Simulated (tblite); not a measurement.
**C7H14GeS: geometry relaxation (part 1 of 2)**

The run: geometry relaxation of C7H14GeS. Method and program: GFN2-xTB geometry optimisation, gas phase (tblite 0.8.0).

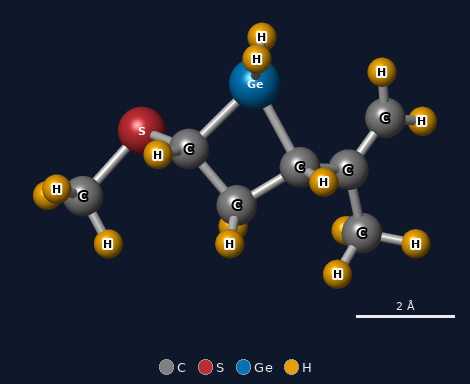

Fig. 1: The input geometry (ball-and-stick view, seen at a tilt). Sticks mark near contacts.

**Key numbers**

| quantity | value |
| --- | --- |
| outcome | converged |
| total energy | −740.8845 eV |
| hardware | 1 CPU thread, shared host |
| wall time | 2.7 s |
| peak memory | 0.2 GiB |

**The input**
```
{"job": {"xc": "GFN2-xTB", "basis": "xTB", "kind": "relax"}, "charge": 0, "multiplicity": 1}
C     -2.762800    -0.877400    -0.688900
C     -1.927200     0.104700    -0.330400
C     -2.192200     1.497300    -0.803900
C     -0.842500    -0.138300     0.716400
C      0.472500     0.613800     0.474700
C      1.405000    -0.597800     0.420300
S      2.223400    -0.811200    -1.202400
C      3.518500     0.438700    -0.887600
Ge     0.010000    -1.907000     0.649300
H     -3.582500    -0.674100    -1.382200
H     -2.700100    -1.881200    -0.289600
H     -1.605300     2.249100    -0.251400
H     -3.277500     1.755400    -0.643200
H     -1.958500     1.573300    -1.891700
H     -1.232400     0.059800     1.749500
H      0.722200     1.288400     1.328500
H      0.483000     1.175700    -0.491000
H      2.119300    -0.630900     1.276800
H      3.050800     1.429700    -0.702400
H      4.173000     0.504700    -1.777700
H      4.124400     0.145300    -0.012400
H     -0.288000    -2.687400    -0.654400
H      0.061900    -2.603500     2.038500
```

The first line tells a small driver script what to run in tblite; the rest is the geometry in Å.

Run as:
```bash
OMP_NUM_THREADS=1 python <driver script> task.json out
```

**Log**
```
step      E/eV     max force
  0    -740.27523    1.828
  1    -740.47057    0.898
  2    -740.55887    0.836
  3    -740.60173    0.529
  4    -740.63731    0.351
  5    -740.66940    0.329
  6    -740.69227    0.339
  7    -740.71300    0.332
  8    -740.72855    0.286
  9    -740.74002    0.259
 10    -740.74787    0.196
 11    -740.75305    0.144
 12    -740.75685    0.122
 13    -740.76003    0.127
 14    -740.76259    0.111
 15    -740.76461    0.107
 16    -740.76616    0.083
 17    -740.76737    0.084
 18    -740.76848    0.086
 19    -740.76966    0.094
 20    -740.77100    0.106
 21    -740.77260    0.090
 22    -740.77437    0.104
 23    -740.77620    0.116
 24    -740.77809    0.107
 25    -740.78016    0.127
 26    -740.78252    0.123
 27    -740.78497    0.141
 28    -740.78698    0.114
 29    -740.78832    0.104
 30    -740.78927    0.100
 31    -740.79016    0.082
 32    -740.79112    0.089
 33    -740.79220    0.088
 34    -740.79341    0.112
 35    -740.79477    0.102
 36    -740.79631    0.113
 37    -740.79801    0.109
 38    -740.79979    0.104
 39    -740.80163    0.122
 40    -740.80347    0.106
 41    -740.80541    0.119
 42    -740.80764    0.114
 43    -740.81026    0.136
 44    -740.81308    0.129
 45    -740.81560    0.126
 46    -740.81472    0.201
 47    -740.81905    0.125
 48    -740.82053    0.090
 49    -740.82294    0.070
 50    -740.82476    0.089
 51    -740.82682    0.123
 52    -740.82931    0.138
 53    -740.83175    0.103
 54    -740.83307    0.150
 55    -740.83478    0.159
 56    -740.83624    0.108
 57    -740.83837    0.070
 58    -740.84054    0.088
 59    -740.84285    0.078
 60    -740.84485    0.110
 61    -740.84701    0.134
 62    -740.84963    0.110
 63    -740.85201    0.108
 64    -740.85340    0.121
 65    -740.85497    0.080
 66    -740.85671    0.072
 67    -740.85809    0.069
 68    -740.85990    0.071
 69    -740.86118    0.088
 70    -740.86210    0.072
 71    -740.86288    0.067
 72    -740.86340    0.044
 73    -740.86375    0.046
 74    -740.86414    0.053
 75    -740.86464    0.066
 76    -740.86522    0.049
 77    -740.86575    0.068
 78    -740.86618    0.058
 79    -740.86660    0.056
 80    -740.86711    0.063
 81    -740.86778    0.068
 82    -740.86843    0.060
 83    -740.86892    0.058
 84    -740.86938    0.055
 85    -740.86996    0.079
 86    -740.87068    0.082
 87    -740.87140    0.058
 88    -740.87200    0.054
 89    -740.87254    0.049
 90    -740.87312    0.075
 91    -740.87380    0.073
 92    -740.87453    0.075
 93    -740.87525    0.063
 94    -740.87585    0.063
 95    -740.87644    0.071
 96    -740.87694    0.047
 97    -740.87755    0.047
 98    -740.87797    0.051
 99    -740.87861    0.061
100    -740.87905    0.051
101    -740.87946    0.044
102    -740.87981    0.041
103    -740.88020    0.044
104    -740.88060    0.044
105    -740.88096    0.040
106    -740.88096    0.040
107    -740.88109    0.024
108    -740.88126    0.022
109    -740.88132    0.026
110    -740.88146    0.026
111    -740.88154    0.028
112    -740.88163    0.023
113    -740.88174    0.024
114    -740.88187    0.030
115    -740.88201    0.031
116    -740.88212    0.020
117    -740.88219    0.017
118    -740.88225    0.016
119    -740.88230    0.018
120    -740.88236    0.022
121    -740.88241    0.019
122    -740.88246    0.012
123    -740.88250    0.014
124    -740.88255    0.018
125    -740.88261    0.018
126    -740.88267    0.019
127    -740.88273    0.014
128    -740.88279    0.017
129    -740.88284    0.020
130    -740.88289    0.014
131    -740.88293    0.014
132    -740.88298    0.019
133    -740.88304    0.020
134    -740.88309    0.021
135    -740.88313    0.014
136    -740.88317    0.016
137    -740.88321    0.017
138    -740.88325    0.017
139    -740.88330    0.018
140    -740.88336    0.020
141    -740.88343    0.024
142    -740.88352    0.024
143    -740.88363    0.030
144    -740.88373    0.026
145    -740.88383    0.028
146    -740.88391    0.030
147    -740.88400    0.027
148    -740.88409    0.024
149    -740.88418    0.021
150    -740.88424    0.024
151    -740.88429    0.021
152    -740.88433    0.014
153    -740.88436    0.012
154    -740.88438    0.011
155    -740.88440    0.008
156    -740.88440    0.006
157    -740.88441    0.006
158    -740.88442    0.008
159    -740.88442    0.007
160    -740.88443    0.007
161    -740.88443    0.006
162    -740.88444    0.004
163    -740.88444    0.005
164    -740.88445    0.006
165    -740.88445    0.008
166    -740.88445    0.005
167    -740.88446    0.005
168    -740.88446    0.004
169    -740.88447    0.007
170    -740.88447    0.007
171    -740.88448    0.005
172    -740.88448    0.004
```

**Trajectory as extended XYZ (Å, eV, eV/Å), 12 frames, from step=0 to step=172**
```
23
Properties=species:S:1:pos:R:3:forces:R:3 step=0 energy=-740.27523
C    -2.7628   -0.8774   -0.6889    0.0760   0.6040  -0.0700
C    -1.9272    0.1047   -0.3304   -0.5990  -0.7150   0.9200
C    -2.1922    1.4973   -0.8039   -0.3750   0.7490  -0.3290
C    -0.8425   -0.1383    0.7164   -1.7300   0.5900   0.0050
C     0.4725    0.6138    0.4747    0.2040   0.2760   0.0980
C     1.4050   -0.5978    0.4203    1.5570   0.0700   0.1820
S     2.2234   -0.8112   -1.2024    0.5340   0.5740   0.8660
C     3.5185    0.4387   -0.8876    0.4220   0.4870  -0.2870
Ge    0.0100   -1.9070    0.6493   -0.7650  -1.0780  -0.0550
H    -3.5825   -0.6741   -1.3822    0.3620  -0.1580   0.3050
H    -2.7001   -1.8812   -0.2896    0.1260   0.1040  -0.1320
H    -1.6053    2.2491   -0.2514   -0.1630  -0.3700  -0.3010
H    -3.2775    1.7554   -0.6432    1.0320  -0.2680  -0.3200
H    -1.9585    1.5733   -1.8917   -0.2320   0.1100   0.7660
H    -1.2324    0.0598    1.7495    0.0300   0.1860  -0.8210
H     0.7222    1.2884    1.3285   -0.0950  -0.2720  -0.7530
H     0.4830    1.1757   -0.4910   -0.0320  -0.3490   0.8310
H     2.1193   -0.6309    1.2768    0.0670   0.2730  -0.9020
H     3.0508    1.4297   -0.7024    0.2510  -0.6960  -0.1450
H     4.1730    0.5047   -1.7777   -0.4150  -0.0590   0.4900
H     4.1244    0.1453   -0.0124   -0.3660   0.0520  -0.4440
H    -0.2880   -2.6874   -0.6544    0.1530  -0.0090   0.7340
H     0.0619   -2.6035    2.0385   -0.0440  -0.1030  -0.6390
23
Properties=species:S:1:pos:R:3:forces:R:3 step=15 energy=-740.76461
C    -2.7958   -0.8565   -0.6873   -0.0590   0.0010   0.0350
C    -2.0088    0.1258   -0.2777    0.0150  -0.0230  -0.1030
C    -2.2041    1.5289   -0.7868    0.0090   0.0350   0.0190
C    -0.9194   -0.1213    0.7220   -0.0310   0.0100  -0.0010
C     0.4447    0.5752    0.4781    0.0190  -0.0210  -0.0350
C     1.4327   -0.6057    0.4369    0.0430  -0.0220  -0.0230
S     2.2984   -0.7885   -1.1478    0.0230   0.0010   0.0530
C     3.5756    0.4784   -0.8972    0.0000   0.0170  -0.0060
Ge   -0.0358   -1.9291    0.6890   -0.0330  -0.0730   0.0060
H    -3.6102   -0.6924   -1.3711   -0.0170   0.0380  -0.0220
H    -2.6693   -1.8662   -0.3279    0.0140  -0.0280  -0.0040
H    -1.6005    2.2452   -0.2378    0.0410   0.0060   0.0250
H    -3.2475    1.8256   -0.6927   -0.0090  -0.0420  -0.0190
H    -1.9394    1.5827   -1.8435    0.0250   0.0220   0.0520
H    -1.3064    0.1606    1.7046    0.0040  -0.0310   0.0740
H     0.6993    1.2746    1.2774   -0.0350   0.0140  -0.0370
H     0.4561    1.1161   -0.4668   -0.0210   0.0090  -0.0330
H     2.2084   -0.5530    1.1991   -0.0190   0.0090   0.0580
H     3.0935    1.4378   -0.7276    0.0450   0.0130  -0.0260
H     4.1832    0.5131   -1.7956   -0.0200   0.0070   0.0120
H     4.1874    0.2032   -0.0403   -0.0020   0.0090  -0.0420
H    -0.2631   -2.8296   -0.4958    0.0070   0.0090   0.0350
H     0.0164   -2.7980    1.9336    0.0000   0.0390  -0.0210
23
Properties=species:S:1:pos:R:3:forces:R:3 step=31 energy=-740.79016
C    -2.8463   -0.8381   -0.7029   -0.0050   0.0120   0.0120
C    -2.0280    0.1128   -0.2816   -0.0460   0.0180   0.0280
C    -2.1797    1.5386   -0.7378   -0.0190   0.0290  -0.0100
C    -0.9348   -0.1645    0.7027   -0.0040  -0.0130  -0.0040
C     0.4139    0.5470    0.4303    0.0210   0.0170  -0.0360
C     1.4334   -0.6052    0.4767    0.0140  -0.0120  -0.0300
S     2.3766   -0.8113   -1.0609   -0.0190  -0.0640   0.0250
C     3.6168    0.5085   -0.9141   -0.0040   0.0050   0.0060
Ge   -0.0300   -1.9559    0.6854    0.0200  -0.0740   0.0280
H    -3.6620   -0.6324   -1.3753    0.0070  -0.0010  -0.0030
H    -2.7321   -1.8609   -0.3759    0.0010  -0.0030  -0.0110
H    -1.6229    2.2218   -0.1020   -0.0210  -0.0030   0.0190
H    -3.2272    1.8317   -0.7287   -0.0200  -0.0130  -0.0120
H    -1.8172    1.6462   -1.7600    0.0250   0.0090   0.0040
H    -1.3031    0.0947    1.7008    0.0160   0.0120   0.0080
H     0.6349    1.3270    1.1603    0.0200   0.0070   0.0150
H     0.4123    0.9992   -0.5593    0.0120   0.0240  -0.0560
H     2.1496   -0.5225    1.2940    0.0010  -0.0020  -0.0210
H     3.1289    1.4694   -0.7788   -0.0350  -0.0040   0.0030
H     4.1731    0.5025   -1.8459    0.0150   0.0160   0.0140
H     4.2823    0.2958   -0.0817   -0.0130  -0.0050   0.0160
H    -0.2475   -2.9057   -0.4644    0.0400   0.0490   0.0250
H     0.0044   -2.7719    1.9639   -0.0050  -0.0030  -0.0190
23
Properties=species:S:1:pos:R:3:forces:R:3 step=46 energy=-740.81472
C    -2.8875   -0.8003   -0.7055   -0.0140  -0.0020   0.0710
C    -2.0500    0.1216   -0.2595    0.0110  -0.0040  -0.0300
C    -2.1999    1.5650   -0.6530   -0.0490  -0.1030   0.0570
C    -0.9048   -0.1795    0.6562   -0.0570   0.0190  -0.0340
C     0.4364    0.5056    0.2897   -0.0830  -0.0100   0.0350
C     1.4549   -0.6296    0.4924    0.0090   0.0980  -0.0380
S     2.4978   -0.9533   -0.9519   -0.0260  -0.1450  -0.0490
C     3.5883    0.4884   -0.8891    0.0630   0.0770  -0.0480
Ge   -0.0015   -1.9786    0.6973   -0.0300   0.1090   0.0070
H    -3.7265   -0.5458   -1.3327    0.0360  -0.0240   0.0020
H    -2.7808   -1.8412   -0.4415    0.0500  -0.0190   0.0100
H    -1.8487    2.2235    0.1306    0.0530   0.1020   0.1550
H    -3.2356    1.7955   -0.8676   -0.1600   0.0280  -0.0410
H    -1.6234    1.7699   -1.5479    0.1190   0.0400  -0.1570
H    -1.1916    0.1271    1.6700   -0.0060  -0.0830  -0.0200
H     0.6487    1.3704    0.9191    0.0260   0.0530  -0.0100
H     0.4179    0.8366   -0.7469    0.0700  -0.0580  -0.0540
H     2.1121   -0.4416    1.3399    0.0370  -0.1020   0.0360
H     2.9846    1.3833   -0.8099   -0.0540   0.1360  -0.0030
H     4.1599    0.5082   -1.8094    0.0100  -0.0280  -0.0660
H     4.2613    0.4066   -0.0444    0.0610  -0.0230   0.1360
H    -0.0964   -2.9226   -0.4650   -0.0550  -0.0050  -0.0170
H    -0.0201   -2.7822    1.9739   -0.0110  -0.0560   0.0560
23
Properties=species:S:1:pos:R:3:forces:R:3 step=62 energy=-740.84963
C    -2.8912   -0.7741   -0.6794   -0.0020  -0.0070   0.0540
C    -2.0570    0.1601   -0.2548    0.0260  -0.0090   0.0540
C    -2.2489    1.6192   -0.5604   -0.0020  -0.0140   0.0090
C    -0.8659   -0.1688    0.5924    0.0020   0.0180   0.0180
C     0.4799    0.4333    0.1273   -0.0110   0.0090   0.0030
C     1.4805   -0.6667    0.5140   -0.0260  -0.0390  -0.0130
S     2.6439   -1.0510   -0.8186    0.1020   0.0390  -0.0110
C     3.5773    0.5096   -0.8574    0.0270   0.0030   0.0030
Ge   -0.0116   -1.9907    0.6900   -0.0160   0.1020  -0.0240
H    -3.7786   -0.5504   -1.2470    0.0400   0.0330  -0.0350
H    -2.7181   -1.8139   -0.4450   -0.0060  -0.0280  -0.0090
H    -2.2062    2.2108    0.3550    0.0060  -0.0360  -0.0330
H    -3.2072    1.7922   -1.0458    0.0290  -0.0290   0.0190
H    -1.4600    1.9753   -1.2246   -0.0280  -0.0200   0.0440
H    -1.0641    0.1645    1.6197   -0.0070   0.0110  -0.0460
H     0.6963    1.4104    0.5609    0.0180   0.0160   0.0310
H     0.4818    0.5288   -0.9587   -0.0620   0.0270  -0.0340
H     2.0585   -0.4468    1.4139   -0.0710   0.0130  -0.0480
H     2.8867    1.3480   -0.8867    0.0080  -0.0420  -0.0150
H     4.1837    0.5002   -1.7565    0.0160  -0.0280  -0.0070
H     4.2144    0.5698    0.0208    0.0030   0.0130   0.0210
H    -0.1027   -2.9316   -0.4763   -0.0320  -0.0080  -0.0220
H    -0.0963   -2.8013    1.9619   -0.0140  -0.0260   0.0410
```
